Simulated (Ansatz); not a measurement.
Input file:

```
crystal:
  periodic: [false, false, false]
  atoms:
    - {symbol: C, position_ang: [-0.829138, 1.083121, -0.053250]}
    - {symbol: Al, position_ang: [-0.400338, -0.759757, 0.637664]}
    - {symbol: F, position_ang: [-1.593337, -1.643527, 1.393819]}
    - {symbol: O, position_ang: [0.086759, 1.668654, -0.589872]}
    - {symbol: H, position_ang: [-1.832778, 1.591654, 0.023237]}
    - {symbol: H, position_ang: [1.038842, -1.379338, 0.477172]}
basis:
  gaussian:
    orbitals: def2-TZVPD
total_charge: 0
hamiltonian:
  xc: pbe0
output: {forces: true, orbitals: {seedname: orbitals}}
```

Command:

```sh
ansatz run input.yaml --threads 2 --pin off --max-ram 4350MiB --events-out events.jsonl --progress --plain --runs-dir runs
```

Geometry: PBE0-D3(BJ)/def2-SVP.

Computed with isolated molecule in a Gaussian basis; Kohn-Sham density functional theory, functional PBE0 in Ansatz.

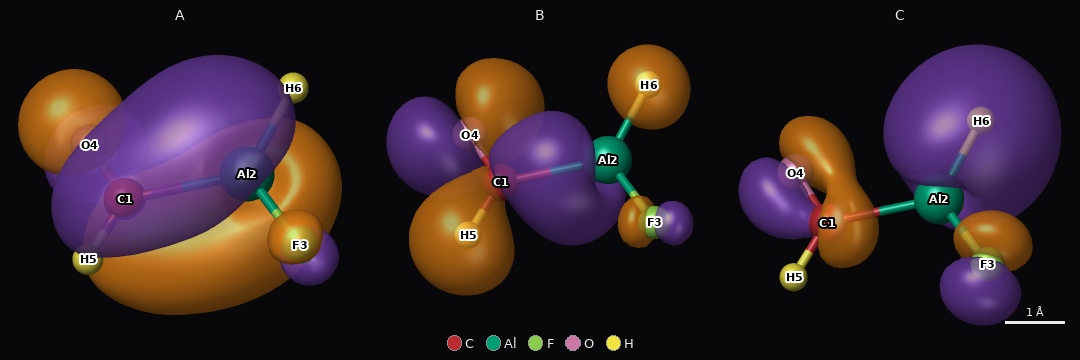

CH₂AlFO (SMILES O=[CH][AlH][F]). Three frontier orbitals at ±0.08 Å⁻³ᐟ² (orange and purple are the two phases), in no order.

Q: Which picture is the HOMO−1, the HOMO and the LUMO?

A: C is the HOMO−1 (−9.95 eV). Its weight (Hirshfeld) is mainly on H6 (about 45 %), Al2 (about 35 %), F3 (about 10 %) and O4 (about 10 %); it is symmetric in the molecular plane (an in-plane orbital: σ, lone-pair or in-plane π type). B is the HOMO (−7.04 eV). Its weight (Hirshfeld) is mainly on O4 (about 45 %), C1 (about 25 %), Al2 (about 15 %) and H5 (about 10 %); it is symmetric in the molecular plane (an in-plane orbital: σ, lone-pair or in-plane π type). A is the LUMO (−2.56 eV). By Hirshfeld shares it lies mainly on Al2 (about 40 %), C1 (about 30 %) and O4 (about 20 %); it changes sign across the molecular plane (π type); π-bonding across C1–Al2; π-antibonding (a node) across C1–O4.

Q: What is the HOMO–LUMO gap?

A: 4.48 eV between the orbital energies.
